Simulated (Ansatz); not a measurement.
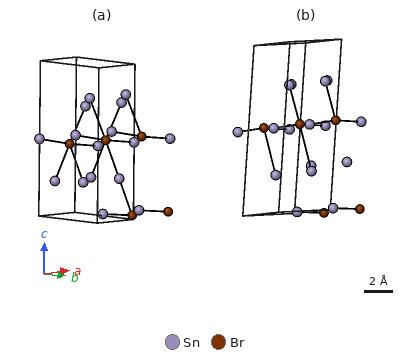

The structure of solid Sn3Br (a generated structure, set up in P1) (coarse preliminary run) before (left) and after (right) a relaxation, at one scale.

A ball-and-stick model of the cell of the calculation, repeated 2 × 1 × 1 with one cell outlined, seen from a free direction.

All numbers below come from Ansatz 0.2.0, DFT PBE, scalar-relativistic, plane waves, PAW. Settings: plane-wave cutoff 420 eV; k-point mesh 6 × 4 × 2; occupations gaussian; smearing width 0.2 eV; no spin polarisation; cell and atoms relaxed; force threshold 0.025 eV/Å; at most 60 steps.

> What changed between the two?

The run was cut off at its time limit before the relaxation converged, so the last structure is only a point on the way. The energy falls by 157 meV per atom in 27 accepted moves (29 points after the start). The largest force component goes from 1 to 0.11 eV/Å. Pressure: −0.66 GPa at the start and −0.09 GPa at the end. The line search rejected the trial steps at points 15, 21 of the run. The largest move relative to the cell is that of a Sn atom, 1.96 Å roughly along [2 1 0]. By element the largest moves are Sn 1.96 Å, Br 1.27 Å. Cell: a 3.328 → 3.344 Å (+0.5 %), b 6.583 → 5.939 Å (−9.8 %), c 11.274 → 12.525 Å (+11.1 %), α 89.1° → 77.7°, γ 88.7° → 90.0°. Volume −1.6 %. Some distances before and after: Br–Sn 3.048 → 4.591 Å, Br–Sn 2.982 → 4.444 Å, Br–Sn 3.022 → 4.375 Å, Br–Sn 3.339 → 4.290 Å. Bonds break: Br–Sn (2.98 → 4.44 Å), Br–Sn (3.02 → 4.38 Å), Br–Sn (3.05 → 4.59 Å). The space group stays P1 (No. 1).
